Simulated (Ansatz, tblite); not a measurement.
# SiEt3(NCO) (C7H15NOSi): spin states and exact exchange

Aim: set other spin states of SiEt3(NCO) (C7H15NOSi) against its singlet, on many levels of theory.

Method: as each input shows; program: Ansatz 0.2.0, Gaussian basis.

Levels to be run: triplet, at the geometry of the singlet (GFN1-xTB, GFN2-xTB, PBE0-D4/def2-TZVP, PBE-D4/def2-TZVP, r2SCAN-D4/def2-TZVP); the singlet's energies come from earlier runs.

## 1. The relaxed structure

The geometry is that of the singlet, from an earlier relaxation (PBE-D4/def2-SVP).

25 atoms, charge 0, spin multiplicity 1.

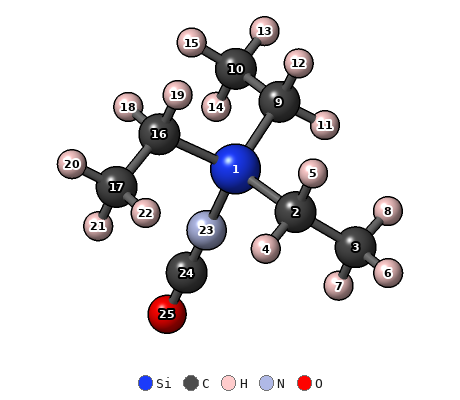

The structure; silicon blue, carbon dark grey, hydrogen pink, nitrogen light blue, oxygen red; atoms are numbered from 1 in the order of the file.

## 2. Triplet at the fixed geometry, GFN1-xTB

Tight binding, by tblite at 300 K electronic temperature and without a spin-polarisation term:

```python
tblite.interface.Calculator('GFN1-xTB', numbers, positions, charge=0, uhf=2).singlepoint()
```

Energy -883.3906 eV; 0.032 s.

## 3. Triplet at the fixed geometry, GFN2-xTB

Tight binding, by tblite at 300 K electronic temperature and without a spin-polarisation term:

```python
tblite.interface.Calculator('GFN2-xTB', numbers, positions, charge=0, uhf=2).singlepoint()
```

Energy -848.1755 eV; 0.03 s.

## 4. Triplet at the fixed geometry, PBE0-D4/def2-TZVP

in.yaml

```yaml
crystal:
  periodic: [false, false, false]
  atoms:
    - {symbol: Si, position_ang: [0.043859, 0.073946, 0.033252]}
    - {symbol: C, position_ang: [-0.191116, 0.090496, 1.911068]}
    - {symbol: C, position_ang: [0.298313, -1.171260, 2.635254]}
    - {symbol: H, position_ang: [-1.272533, 0.256608, 2.110955]}
    - {symbol: H, position_ang: [0.326656, 0.995762, 2.301219]}
    - {symbol: H, position_ang: [0.106350, -1.122119, 3.726890]}
    - {symbol: H, position_ang: [-0.209339, -2.079246, 2.249831]}
    - {symbol: H, position_ang: [1.389048, -1.326629, 2.502384]}
    - {symbol: C, position_ang: [1.866306, -0.117055, -0.439772]}
    - {symbol: C, position_ang: [2.131880, -0.270908, -1.943671]}
    - {symbol: H, position_ang: [2.265993, -0.994414, 0.114697]}
    - {symbol: H, position_ang: [2.407772, 0.765853, -0.031015]}
    - {symbol: H, position_ang: [3.210734, -0.411892, -2.160920]}
    - {symbol: H, position_ang: [1.592182, -1.146110, -2.360231]}
    - {symbol: H, position_ang: [1.797336, 0.620122, -2.514362]}
    - {symbol: C, position_ang: [-0.732169, 1.596558, -0.779534]}
    - {symbol: C, position_ang: [-2.244696, 1.745002, -0.565016]}
    - {symbol: H, position_ang: [-0.498191, 1.551447, -1.865933]}
    - {symbol: H, position_ang: [-0.189939, 2.489576, -0.394378]}
    - {symbol: H, position_ang: [-2.652634, 2.635698, -1.085807]}
    - {symbol: H, position_ang: [-2.792753, 0.858597, -0.945346]}
    - {symbol: H, position_ang: [-2.500681, 1.850694, 0.509679]}
    - {symbol: N, position_ang: [-0.801311, -1.334374, -0.584339]}
    - {symbol: C, position_ang: [-1.387762, -2.302881, -1.005602]}
    - {symbol: O, position_ang: [-1.963285, -3.253481, -1.419314]}
basis:
  gaussian: {orbitals: def2-TZVP, fitting: {mean_field: def2-universal-jkfit}}
magnetization: {spin_polarized: true, initial_magnetization: 2}
hamiltonian: {xc: pbe0, dispersion: d4}
scf: {omitted_lower_state_checks: [starts]}
output: {orbitals: {seedname: orbitals}}
```

Command:

```console
> ansatz run in.yaml --threads 2 --pin off --events-out ev --progress --plain --max-ram 32768MiB --backend cuda --devices 0, --max-vram 18GiB
```

What it wrote:

```text
Functional definition: PBE0
  name "PBE0"
  cite "Adamo & Barone, J. Chem. Phys. 110, 6158 (1999) doi:10.1063/1.478522"
  cite "Perdew, Burke & Ernzerhof, Phys. Rev. Lett. 77, 3865 (1996) doi:10.1103/PhysRevLett.77.3865"
  parent pbe
  parameter a = 0.25
  parameter kappa = 0.804
  parameter beta = 0.06672455060314922
  exchange = (1 - a)*pbe_x(kappa = kappa, mu = beta*pi^2/3) + a*exact_x
  correlation = pbe_c(beta = beta)
these checks for a lower state are left out or cut short: starts
1077 factors; integrals over basis functions are off by at most 8.7e-1 eV
mean field evaluation 1: about -18881.6742 eV, gradient 6.8e1 eV
mean field evaluation 2: about -18869.8055 eV, gradient 8.0e1 eV
mean field evaluation 4: about -18901.4745 eV, gradient 9.9e0 eV
mean field evaluation 8: about -18902.2135 eV, gradient 1.1e0 eV
mean field evaluation 16: about -18902.3222 eV, gradient 4.3e-2 eV
mean field evaluation 32: about -18902.3222 eV, gradient 7.6e-4 eV
mean field -18902.32226409 eV, -694.6475307509 hartree, gradient 8.3e-6 eV, S^2 2.007226; 0 other end points of the search recorded, 0 dependent functions left out
reference -18902.32231091 eV, -694.6475324719 hartree; 44, 42 occupied and 362, 364 virtual orbitals, 1077 factors
Total energy: -18902.89072103 eV, -694.6684211582 hartree
Checks for a lower state left out: starts
```

It took 13 s on 1 × H100 (card shared with other runs) with 2 threads of AMD EPYC 7R13, shared host; peak host memory 0.95 GiB.

Report: HOMO -1.63 eV, LUMO -5.12 eV (over both spins; with the spin held, an empty level of the minority spin lies below the top filled one); ⟨S²⟩ 2.007 (pure: 2.00).

## 5. Triplet at the fixed geometry, PBE-D4/def2-TZVP

start.molden holds the orbitals of an earlier run on this state, given as this run's starting guess.

Edit in.yaml of step 4 so:

```diff
@@ -29,5 +29,5 @@
 basis:
-  gaussian: {orbitals: def2-TZVP, fitting: {mean_field: def2-universal-jkfit}}
+  gaussian: {orbitals: def2-TZVP, fitting: {mean_field: def2-universal-jkfit}, initial_orbitals: start.molden}
 magnetization: {spin_polarized: true, initial_magnetization: 2}
-hamiltonian: {xc: pbe0, dispersion: d4}
+hamiltonian: {xc: pbe, dispersion: d4}
 scf: {omitted_lower_state_checks: [starts]}
```

The command is unchanged.

What it wrote:

```text
Functional definition: PBE
  name "PBE"
  cite "Perdew, Burke & Ernzerhof, Phys. Rev. Lett. 77, 3865 (1996) doi:10.1103/PhysRevLett.77.3865"
  parent pbe
  parameter kappa = 0.804
  parameter beta = 0.06672455060314922
  exchange = pbe_x(kappa = kappa, mu = beta*pi^2/3)
  correlation = pbe_c(beta = beta)
these checks for a lower state are left out or cut short: starts
1077 factors; integrals over basis functions are off by at most 8.7e-1 eV
mean field evaluation 1: about -18900.3200 eV, gradient 9.8e0 eV
mean field evaluation 2: about -18900.6094 eV, gradient 5.2e-1 eV
mean field evaluation 4: about -18900.6575 eV, gradient 2.9e-1 eV
mean field evaluation 8: about -18900.6615 eV, gradient 2.0e-2 eV
mean field evaluation 16: about -18900.6616 eV, gradient 6.4e-5 eV
mean field -18900.66161243 eV, -694.5865029281 hartree, gradient 2.9e-6 eV, S^2 2.002878; 0 other end points of the search recorded, 0 dependent functions left out
reference -18900.66167879 eV, -694.5865053667 hartree; 44, 42 occupied and 362, 364 virtual orbitals, 1077 factors
Total energy: -18901.31816454 eV, -694.6106307733 hartree
Checks for a lower state left out: starts
```

Run time: 10 s. Hardware: 1 × H100 (card shared with other runs) with 2 threads of AMD EPYC 7R13, shared host; peak host memory 0.94 GiB.

From the report: HOMO -0.39 eV, LUMO -6.22 eV (over both spins; with the spin held, an empty level of the minority spin lies below the top filled one); ⟨S²⟩ 2.003 (pure: 2.00).

## 6. Triplet at the fixed geometry, r2SCAN-D4/def2-TZVP

Edit in.yaml of step 5 so:

```diff
@@ -31,3 +31,3 @@
 magnetization: {spin_polarized: true, initial_magnetization: 2}
-hamiltonian: {xc: pbe, dispersion: d4}
+hamiltonian: {xc: r2scan, dispersion: d4}
 scf: {omitted_lower_state_checks: [starts]}
```

Launched as before.

What it wrote, cut to the lines that bear on the results:

```text
Functional definition: r2SCAN
  name "r2SCAN"
  cite "Furness, Kaplan, Ning, Perdew & Sun, J. Phys. Chem. Lett. 11, 8208 (2020) doi:10.1021/acs.jpclett.0c02405"
  cite "Furness, Kaplan, Ning, Perdew & Sun, J. Phys. Chem. Lett. 11, 9248 (2020) doi:10.1021/acs.jpclett.0c03077"
  parent r2scan
[...]
1077 factors; integrals over basis functions are off by at most 8.7e-1 eV
[...]
mean field -18911.81557973 eV, -694.9964036660 hartree, gradient 3.8e-6 eV, S^2 2.007661; 0 other end points of the search recorded, 0 dependent functions left out
reference -18911.81559995 eV, -694.9964044091 hartree; 44, 42 occupied and 362, 364 virtual orbitals, 1077 factors
Total energy: -18912.00695464 eV, -695.0034365644 hartree
Checks for a lower state left out: starts
```

It took 15 s on 1 × H100 (card shared with other runs) with 2 threads of AMD EPYC 7R13, shared host; peak host memory 1.1 GiB.

HOMO -0.60 eV, LUMO -5.92 eV (over both spins; with the spin held, an empty level of the minority spin lies below the top filled one); ⟨S²⟩ 2.008 (pure: 2.00).

## 7. Triplet less singlet, vertical

The singlet's energies are those of its earlier runs, whose logs aren't repeated here.

```csv
level,"triplet less singlet, vertical (eV)",time
GFN1-xTB,+6.047,0.058 s
GFN2-xTB,+5.693,0.045 s
PBE-D4/def2-TZVP,+6.241,18 s
r2SCAN-D4/def2-TZVP,+6.371,24 s
PBE0-D4/def2-TZVP,+6.465,24 s
```

Times add the two runs; a level without a time comes out of a correlated run. Tight binding without a spin term can't rank spin states.

## 8. Outcome

| quantity | value |
| --- | --- |
| triplet less singlet, vertical, functionals in def2-TZVP | +6.241 (PBE-D4) to +6.465 eV (PBE0-D4) |

In words: All functionals put the triplet above the singlet, over a spread of 0.225 eV. The checks for a lower triplet were left out, so another state of that spin may lie lower. These are electronic energies, without zero-point motion, entropy or surroundings.
